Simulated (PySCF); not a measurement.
C2H6BCl3Ge, SMILES C[B](C)[Ge]([Cl])([Cl])[Cl] at its CAM-B3LYP/def2-SVP optimised geometry (Å):

```
13

Ge     0.0259     0.0852     0.0000
Cl    -0.5898     2.1608     0.0000
Cl    -0.5882    -0.7391    -1.9004
Cl     2.1877     0.0852     0.0000
B     -0.7923    -0.8851     1.6557
C     -2.1211    -1.6561     1.4356
C     -0.0649    -0.6415     3.0068
H     -2.9088    -0.8748     1.4127
H     -2.3780    -2.3517     2.2476
H     -2.1877    -2.1608     0.4603
H     -0.4357    -1.2549     3.8403
H     -0.2155     0.4240     3.2693
H      1.0274    -0.7549     2.9134
```

Level of theory: CAM-B3LYP/def2-TZVP (PySCF). Cells within 0.4 Å of a nucleus heavier than hydrogen are left out (blank, or x).

Map of the log10 of the electron density (e/bohr³), floored at −4 on the plane z = 1.2 Å:

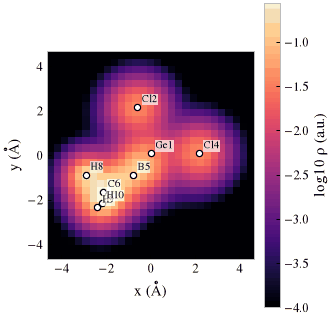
Figure: Log10 of the electron density (e/bohr³), floored at −4 on the plane z = 1.2 Å.
